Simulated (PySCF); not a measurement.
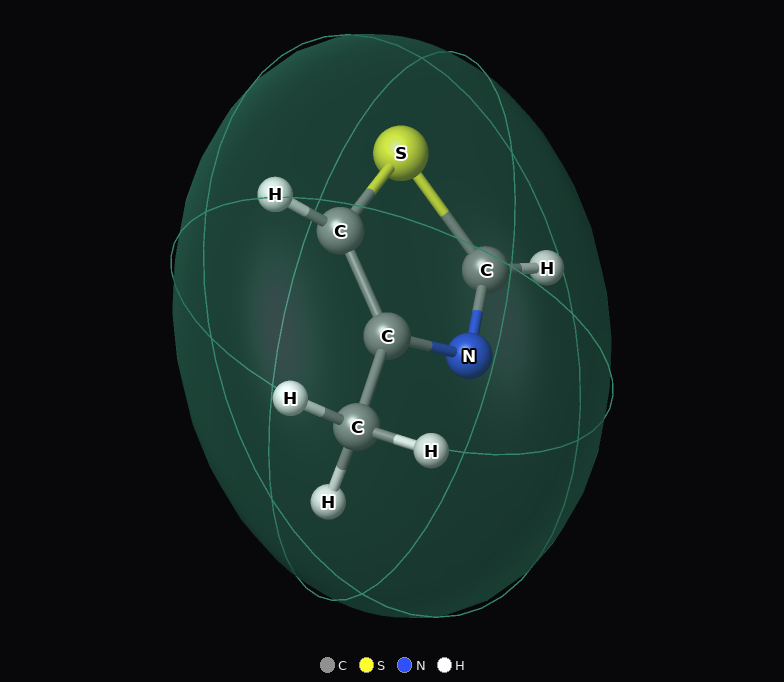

The ellipsoid shows the static dipole polarisability: its half-axes are proportional to the principal values. The computed structure is the end point of a GFN2-xTB optimisation. No frequency run is at hand to confirm it as a minimum. Computed with PBE0/def2-SVPD (PySCF 2.14.0).

### How large and how anisotropic is the polarisability?

Principal values 47.8, 71.8, 89.3 bohr³; mean 69.6 bohr³ (10.32 Å³); anisotropy 36.1 bohr³, so the longest axis is 1.87 times the shortest.
